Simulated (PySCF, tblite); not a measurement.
Dissociation curve of Na₂ (cation, charge +1), doublet.

Methods: UKS-BHandHLYP = unrestricted BHandHLYP/cc-pVTZ (PySCF); GFN2-xTB, 300 K electronic temperature (tblite); UMP2 = MP2 on UHF/cc-pVTZ, 2 core orbitals frozen (PySCF); UCCSD(T) = PySCF with CCSD(T) on UHF/cc-pVTZ, 2 core orbitals frozen.

Energies are in kJ/mol, each relative to the lowest point of its own curve near equilibrium.

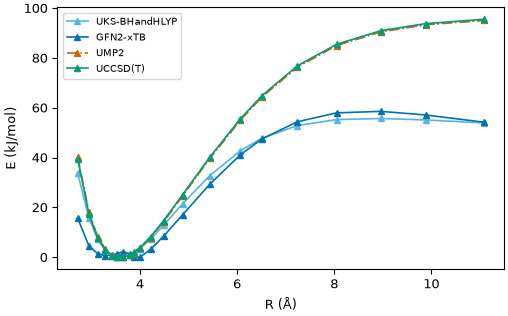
*Energy against bond length for each method.*

| R / Å | UKS-BHandHLYP | GFN2-xTB | UMP2 | UCCSD(T) |
|---|---|---|---|---|
| 2.72 | 33.6 | 15.6 | 40.3 | 39.3 |
| 2.95 | 15.7 | 4.5 | 18.1 | 17.4 |
| 3.13 | 7.2 | 1.4 | 8.2 | 7.6 |
| 3.29 | 2.7 | 0.6 | 3.1 | 2.8 |
| 3.43 | 0.6 | 0.9 | 0.8 | 0.6 |
| 3.52 | 0.0 | 1.4 | 0.1 | 0.0 |
| 3.65 | 0.0 | 2.1 | 0.0 | 0.0 |
| 3.79 | 0.9 | 1.4 | 0.9 | 1.0 |
| 3.88 | 1.8 | 0.1 | 1.9 | 2.0 |
| 4.00 | 3.5 | 0.0 | 3.6 | 3.9 |
| 4.22 | 7.3 | 3.1 | 7.9 | 8.2 |
| 4.49 | 12.8 | 8.5 | 14.3 | 14.7 |
| 4.88 | 21.4 | 17.0 | 24.6 | 25.1 |
| 5.44 | 32.8 | 29.3 | 39.7 | 40.2 |
| 6.07 | 42.7 | 41.1 | 55.0 | 55.6 |
| 6.51 | 47.7 | 47.4 | 64.3 | 64.8 |
| 7.24 | 52.8 | 54.4 | 76.3 | 76.8 |
| 8.05 | 55.2 | 57.9 | 85.0 | 85.5 |
| 8.96 | 55.7 | 58.5 | 90.4 | 90.9 |
| 9.88 | 55.1 | 57.1 | 93.3 | 93.7 |
| 11.08 | 53.9 | 54.2 | 95.0 | 95.5 |

At the longest distance, 11.08 Å, UCCSD(T) lies highest above its minimum (95.5 kJ/mol) and UKS-BHandHLYP lowest (53.9 kJ/mol).

At the longest distance UKS-BHandHLYP leaves fractional charges on the fragments, a sign of delocalisation error or of the restricted form.
